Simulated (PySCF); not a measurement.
Run report: SnP, single-point calculation (part 2 of 2)

Continued. System: SnP, multiplicity 2. Method: ROHF/def2-svp, nevpt2 (PySCF 2.14.0). Some settings of this run were made unusual or wrong on purpose.

Geometry of the input (Å):
```
Sn 0.0000  0.0000  0.0000
P  0.0000  0.0000  2.5360
```

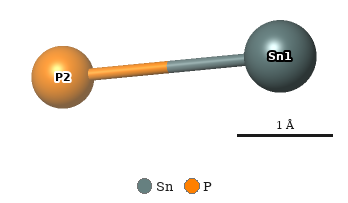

Figure 1. The structure as given in the input (ball-and-stick view, seen at a tilt; atoms are numbered from 1 in the order of the input). Sticks mark near contacts.

### Output, continued
```
<mo_coeff-mcscf|mo_coeff-hf>  40     40       0.99821366
<mo_coeff-mcscf|mo_coeff-hf>  41     41       0.99999998
<mo_coeff-mcscf|mo_coeff-hf>  42     42       0.99999998
<mo_coeff-mcscf|mo_coeff-hf>  43     43       0.99999969
<mo_coeff-mcscf|mo_coeff-hf>  44     44       1.00000000
** Largest CI components **
  [alpha occ-orbitals] [beta occ-orbitals]            CI coefficient
  [0 1 2 3 4]          [0 1 2 3]                       0.883681748399
  [0 1 3 4 5]          [0 1 3 5]                       0.192959677071
  [0 1 3 4 5]          [0 1 2 6]                      -0.104270719445
  [0 1 2 4 6]          [0 1 3 5]                      -0.104270719445
  [0 1 2 4 6]          [0 1 2 6]                       0.192959677071
 ** Mulliken pop on meta-lowdin orthogonal AOs  **
 ** Mulliken pop  **
pop of  0 Sn 4s           1.79179
pop of  0 Sn 5s           1.80245
pop of  0 Sn 6s           0.09283
pop of  0 Sn 7s           0.14465
pop of  0 Sn 4px          0.02763
pop of  0 Sn 4py          0.40091
pop of  0 Sn 4pz          0.40091
pop of  0 Sn 5px          1.80878
pop of  0 Sn 5py          1.60819
pop of  0 Sn 5pz          1.60819
pop of  0 Sn 6px          0.16591
pop of  0 Sn 6py          0.61314
pop of  0 Sn 6pz          0.61314
pop of  0 Sn 7px          0.21290
pop of  0 Sn 7py          0.00183
pop of  0 Sn 7pz          0.00183
pop of  0 Sn 4dxy         1.76832
pop of  0 Sn 4dyz         1.77692
pop of  0 Sn 4dz^2        1.76832
pop of  0 Sn 4dxz         1.76173
pop of  0 Sn 4dx2-y2      1.99876
pop of  0 Sn 5dxy         0.22218
pop of  0 Sn 5dyz         0.16993
pop of  0 Sn 5dz^2        0.22218
pop of  0 Sn 5dxz         0.23813
pop of  0 Sn 5dx2-y2      0.00124
pop of  1 P 1s            1.99998
pop of  1 P 2s            1.99780
pop of  1 P 3s            1.96188
pop of  1 P 4s            0.01279
pop of  1 P 2px           1.99997
pop of  1 P 2py           1.99997
pop of  1 P 2pz           1.99992
pop of  1 P 3px           1.36445
pop of  1 P 3py           1.36445
pop of  1 P 3pz           0.98272
pop of  1 P 4px           0.01715
pop of  1 P 4py           0.01715
pop of  1 P 4pz           0.01665
pop of  1 P 3dxy          0.00000
pop of  1 P 3dyz          0.01036
pop of  1 P 3dz^2         0.02147
pop of  1 P 3dxz          0.01036
pop of  1 P 3dx2-y2       0.00014
 ** Mulliken atomic charges  **
charge of    0Sn =      0.77722
charge of    1P =     -0.77722
Mulliken spin population analysis on meta-Lowdin AOs:
 ** Mulliken pop on meta-lowdin orthogonal AOs  **
 ** Mulliken pop  **
pop of  0 Sn 4s           0.00004
pop of  0 Sn 5s           0.07880
pop of  0 Sn 6s           0.00287
pop of  0 Sn 7s           0.00487
pop of  0 Sn 4px          0.00135
pop of  0 Sn 4py         -0.00047
pop of  0 Sn 4pz         -0.00047
pop of  0 Sn 5px          0.02567
pop of  0 Sn 5py         -0.00006
pop of  0 Sn 5pz         -0.00006
pop of  0 Sn 6px          0.02155
pop of  0 Sn 6py         -0.03779
pop of  0 Sn 6pz         -0.03779
pop of  0 Sn 7px          0.13068
pop of  0 Sn 7py         -0.00010
pop of  0 Sn 7pz         -0.00010
pop of  0 Sn 4dxy         0.00029
pop of  0 Sn 4dyz         0.00321
pop of  0 Sn 4dz^2        0.00029
pop of  0 Sn 4dxz         0.00000
pop of  0 Sn 4dx2-y2     -0.00000
pop of  0 Sn 5dxy        -0.00006
pop of  0 Sn 5dyz         0.00266
pop of  0 Sn 5dz^2       -0.00006
pop of  0 Sn 5dxz        -0.00000
pop of  0 Sn 5dx2-y2     -0.00000
pop of  1 P 1s            0.00001
pop of  1 P 2s            0.00074
pop of  1 P 3s            0.00538
pop of  1 P 4s            0.00810
pop of  1 P 2px           0.00000
pop of  1 P 2py           0.00000
pop of  1 P 2pz           0.00003
pop of  1 P 3px           0.04673
pop of  1 P 3py           0.04673
pop of  1 P 3pz           0.68611
pop of  1 P 4px          -0.00090
pop of  1 P 4py          -0.00090
pop of  1 P 4pz           0.00903
pop of  1 P 3dxy         -0.00000
pop of  1 P 3dyz         -0.00033
pop of  1 P 3dz^2         0.00428
pop of  1 P 3dxz         -0.00033
pop of  1 P 3dx2-y2      -0.00000
 ** Mulliken atomic charges  **
charge of    0Sn =     21.80468
charge of    1P =     14.19532
spop of 0 Sn 4s         0.00004
spop of 0 Sn 5s         0.07880
spop of 0 Sn 6s         0.00287
spop of 0 Sn 7s         0.00487
spop of 0 Sn 4px        0.00135
spop of 0 Sn 4py       -0.00047
spop of 0 Sn 4pz       -0.00047
spop of 0 Sn 5px        0.02567
spop of 0 Sn 5py       -0.00006
spop of 0 Sn 5pz       -0.00006
spop of 0 Sn 6px        0.02155
spop of 0 Sn 6py       -0.03779
spop of 0 Sn 6pz       -0.03779
spop of 0 Sn 7px        0.13068
spop of 0 Sn 7py       -0.00010
spop of 0 Sn 7pz       -0.00010
spop of 0 Sn 4dxy       0.00029
spop of 0 Sn 4dyz       0.00321
spop of 0 Sn 4dz^2      0.00029
spop of 0 Sn 4dxz       0.00000
spop of 0 Sn 4dx2-y2   -0.00000
spop of 0 Sn 5dxy      -0.00006
spop of 0 Sn 5dyz       0.00266
spop of 0 Sn 5dz^2     -0.00006
spop of 0 Sn 5dxz      -0.00000
spop of 0 Sn 5dx2-y2   -0.00000
spop of 1 P 1s          0.00001
spop of 1 P 2s          0.00074
spop of 1 P 3s          0.00538
spop of 1 P 4s          0.00810
spop of 1 P 2px         0.00000
spop of 1 P 2py         0.00000
spop of 1 P 2pz         0.00003
spop of 1 P 3px         0.04673
spop of 1 P 3py         0.04673
spop of 1 P 3pz         0.68611
spop of 1 P 4px        -0.00090
spop of 1 P 4py        -0.00090
spop of 1 P 4pz         0.00903
spop of 1 P 3dxy       -0.00000
spop of 1 P 3dyz       -0.00033
spop of 1 P 3dz^2       0.00428
spop of 1 P 3dxz       -0.00033
spop of 1 P 3dx2-y2    -0.00000
Mulliken atomic spins:
spin of  0Sn =      0.19532
spin of  1P =      0.80468

******** <class 'pyscf.mrpt.nevpt2.NEVPT'> ********
NEVPT2 (5e+4e, 8o), ncore = 14, nvir = 22
root = 0
Natural occ [1.98865479 1.94750481 1.83579134 1.83579134 1.0066245  0.17070685
 0.17070685 0.04421952]
Natural orbital (expansion on meta-Lowdin AOs) in CAS space
               #1        #2        #3        #4        #5
0 Sn 4s          0.00883   0.02073  -0.00000  -0.00000   0.00786
0 Sn 5s         -0.44096  -0.82281   0.00000  -0.00000  -0.29748
0 Sn 6s          0.04877   0.04831   0.00000   0.00000  -0.05997
0 Sn 7s          0.01966   0.06474   0.00000   0.00000   0.06542
0 Sn 4px        -0.01371   0.02729   0.00000  -0.00000  -0.03166
0 Sn 4py        -0.00000   0.00000   0.06365   0.00000   0.00000
0 Sn 4pz        -0.00000  -0.00000  -0.00000   0.06365   0.00000
0 Sn 5px        -0.05433   0.01755   0.00000   0.00000   0.15984
0 Sn 5py        -0.00000   0.00000   0.01879  -0.00000  -0.00000
0 Sn 5pz        -0.00000   0.00000   0.00000  -0.01879  -0.00000
0 Sn 6px        -0.03165   0.01680   0.00000  -0.00000   0.13625
0 Sn 6py        -0.00000  -0.00000  -0.52026  -0.00000   0.00000
0 Sn 6pz        -0.00000   0.00000   0.00000   0.52026  -0.00000
0 Sn 7px         0.05920  -0.05825   0.00000   0.00000  -0.33906
0 Sn 7py        -0.00000   0.00000  -0.01822   0.00000  -0.00000
0 Sn 7pz         0.00000  -0.00000  -0.00000   0.01822  -0.00000
0 Sn 4dxy       -0.00000   0.00000   0.00000   0.07456  -0.00000
0 Sn 4dyz       -0.08636   0.05189   0.00000   0.00000   0.06721
0 Sn 4dz^2       0.00000  -0.00000   0.07456   0.00000   0.00000
0 Sn 4dxz        0.00000  -0.00000  -0.00000  -0.00000   0.00000
0 Sn 4dx2-y2    -0.00000   0.00000   0.00000  -0.00000  -0.00000
0 Sn 5dxy       -0.00000   0.00000   0.00000  -0.02189   0.00000
0 Sn 5dyz        0.00142   0.02485  -0.00000   0.00000   0.04314
0 Sn 5dz^2       0.00000  -0.00000  -0.02189  -0.00000  -0.00000
0 Sn 5dxz       -0.00000  -0.00000   0.00000  -0.00000  -0.00000
0 Sn 5dx2-y2    -0.00000   0.00000   0.00000  -0.00000   0.00000
1 P 1s          -0.01928   0.00842  -0.00000  -0.00000  -0.00217
1 P 2s          -0.20533   0.08639  -0.00000   0.00000  -0.02425
1 P 3s           0.84368  -0.46360   0.00000   0.00000   0.06888
1 P 4s           0.00003  -0.02725  -0.00000  -0.00000  -0.08495
1 P 2px         -0.00000   0.00000  -0.00733  -0.00000   0.00000
1 P 2py         -0.00000   0.00000  -0.00000  -0.00733   0.00000
1 P 2pz          0.00941   0.00557  -0.00000  -0.00000  -0.00578
1 P 3px          0.00000  -0.00000   0.84283  -0.00000   0.00000
1 P 3py          0.00000  -0.00000  -0.00000   0.84283   0.00000
1 P 3pz         -0.17974  -0.28967   0.00000   0.00000   0.84504
1 P 4px          0.00000  -0.00000   0.07255  -0.00000  -0.00000
1 P 4py          0.00000  -0.00000  -0.00000   0.07255  -0.00000
1 P 4pz         -0.00799   0.02788   0.00000   0.00000   0.08161
1 P 3dxy         0.00000  -0.00000  -0.00000  -0.00000  -0.00000
1 P 3dyz        -0.00000   0.00000   0.00000  -0.05364  -0.00000
1 P 3dz^2        0.02870   0.00890   0.00000  -0.00000  -0.06135
1 P 3dxz        -0.00000   0.00000  -0.05364  -0.00000   0.00000
1 P 3dx2-y2     -0.00000   0.00000   0.00000   0.00000   0.00000
               #6        #7        #8
0 Sn 4s         -0.00000   0.00000   0.00761
0 Sn 5s          0.00000   0.00000  -0.15991
0 Sn 6s          0.00000  -0.00000   0.07143
0 Sn 7s          0.00000   0.00000  -0.04985
0 Sn 4px         0.00000  -0.00000  -0.06317
0 Sn 4py         0.08345  -0.00000   0.00000
0 Sn 4pz        -0.00000   0.08345   0.00000
0 Sn 5px        -0.00000   0.00000  -0.18754
0 Sn 5py         0.03818   0.00000  -0.00000
0 Sn 5pz        -0.00000  -0.03818  -0.00000
0 Sn 6px         0.00000   0.00000  -0.33214
0 Sn 6py        -0.82281  -0.00000  -0.00000
0 Sn 6pz         0.00000   0.82281   0.00000
0 Sn 7px         0.00000   0.00000   0.72038
0 Sn 7py        -0.07097   0.00000  -0.00000
0 Sn 7pz        -0.00000   0.07097   0.00000
0 Sn 4dxy        0.00000  -0.03673  -0.00000
0 Sn 4dyz        0.00000   0.00000   0.13856
0 Sn 4dz^2      -0.03673  -0.00000   0.00000
0 Sn 4dxz        0.00000  -0.00000  -0.00000
0 Sn 4dx2-y2     0.00000  -0.00000  -0.00000
0 Sn 5dxy        0.00000  -0.03000  -0.00000
0 Sn 5dyz       -0.00000   0.00000  -0.11419
0 Sn 5dz^2      -0.03000  -0.00000   0.00000
0 Sn 5dxz        0.00000  -0.00000   0.00000
0 Sn 5dx2-y2     0.00000  -0.00000  -0.00000
1 P 1s           0.00000  -0.00000   0.00129
1 P 2s          -0.00000  -0.00000   0.00927
1 P 3s          -0.00000  -0.00000  -0.07401
1 P 4s          -0.00000  -0.00000   0.13904
1 P 2px          0.00292   0.00000   0.00000
1 P 2py          0.00000   0.00292   0.00000
1 P 2pz         -0.00000   0.00000  -0.00337
1 P 3px         -0.53089   0.00000   0.00000
1 P 3py          0.00000  -0.53089   0.00000
1 P 3pz         -0.00000  -0.00000   0.38074
1 P 4px          0.14326   0.00000   0.00000
1 P 4py         -0.00000   0.14326   0.00000
1 P 4pz          0.00000   0.00000  -0.23582
1 P 3dxy        -0.00000  -0.00000   0.00000
1 P 3dyz         0.00000  -0.07001  -0.00000
1 P 3dz^2        0.00000  -0.00000   0.20157
1 P 3dxz        -0.07001  -0.00000  -0.00000
1 P 3dx2-y2      0.00000   0.00000  -0.00000
<CAS-nat-orb|mo-hf>  15     15       0.99685835
<CAS-nat-orb|mo-hf>  16     16       0.99081845
<CAS-nat-orb|mo-hf>  17     17       0.99838851
<CAS-nat-orb|mo-hf>  18     18       0.99838851
<CAS-nat-orb|mo-hf>  19     19       0.99087028
<CAS-nat-orb|mo-hf>  20     20       0.97573941
<CAS-nat-orb|mo-hf>  21     21       0.97573941
<CAS-nat-orb|mo-hf>  22     22       0.83547918
<CAS-nat-orb|mo-hf>  22     24       0.50836831
Sr    (-1)',   E = -0.05855072885861
Si    (+1)',   E = -0.00133476695602
Sijrs (0)  ,   E = -0.02450024179052
Sijr  (+1) ,   E = -0.00705068218978
Srsi  (-1) ,   E = -0.00965318740496
Srs   (-2) ,   E = -0.03867520205503
Sij   (+2) ,   E = -0.00083826958181
Sir   (0)' ,   E = -0.00682987693122
Nevpt2 Energy = -0.147432955767959
Dipole moment(X, Y, Z, Debye):  0.00000,  0.00000, -3.47926
orbital energies (hartree): [-0.5117 -0.2758 -0.2758 -0.1941  0.0011  0.0011  0.1197]
```
